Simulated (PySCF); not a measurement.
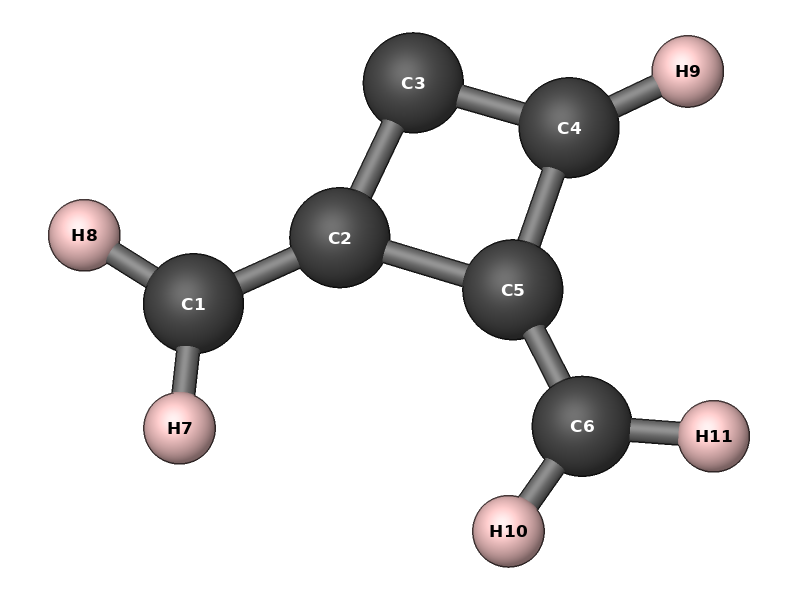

The questions are on Mulliken spin populations. State: neutral, doublet. The computed structure is the end point of a PBE0-D3(BJ)/def2-SVP optimisation. No frequency run is at hand to confirm it as a minimum. Method: UKS PBE0, IGLO-III on C, pcH-1 on H, non-relativistic (PySCF 2.14.0).

### Which atom carries the largest spin population?

C3 (0.96 e).

### Which atom has the lowest spin population?

C4 (−0.10 e); a negative value comes from spin polarisation.

Give the Mulliken spin populations atom by atom.

| atom | value (e) |
| --- | --- |
| C1 | 0.03 |
| C2 | 0.02 |
| C3 | 0.96 |
| C4 | −0.10 |
| C5 | 0.12 |
| C6 | −0.06 |
| H7 | 0.00 |
| H8 | 0.00 |
| H9 | 0.01 |
| H10 | 0.01 |
| H11 | 0.01 |

Mulliken values depend strongly on the basis set.
